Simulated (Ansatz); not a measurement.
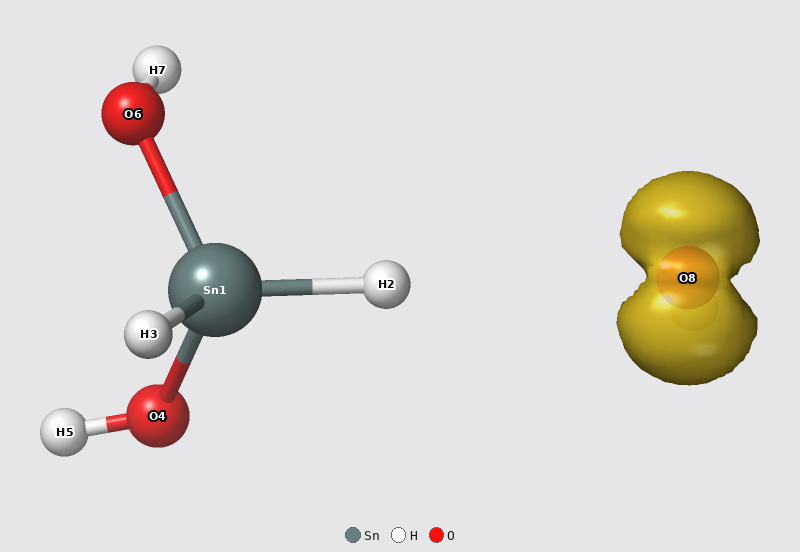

The picture shows: H$_{4}$O$_{2}$Sn···OH (doublet). Isosurfaces of the spin density at +0.08 (yellow) and −0.08 e/Å³ (cyan), seen across its widest extent.

Core potentials replace the inner electrons of Sn.

All numbers below come from UHF/def2-SVP (Ansatz).

```xyz
9

Sn   -0.0764   -0.0839   -0.0918
H    -0.1464   -0.2008    1.5969
H     1.4358    0.2069   -0.8074
O    -1.3508    1.3431   -0.5340
H    -1.4916    1.5600   -1.4427
O    -0.7224   -1.7248   -0.9521
H    -1.5630   -2.0706   -0.6954
O     0.4006   -0.4586    4.5471
H    -0.4645   -0.0690    4.6663
```

### Describe the spin distribution.

The unpaired spin (1 electron) lies mostly on O8 (about 1.0), in electrons by Hirshfeld's partition.
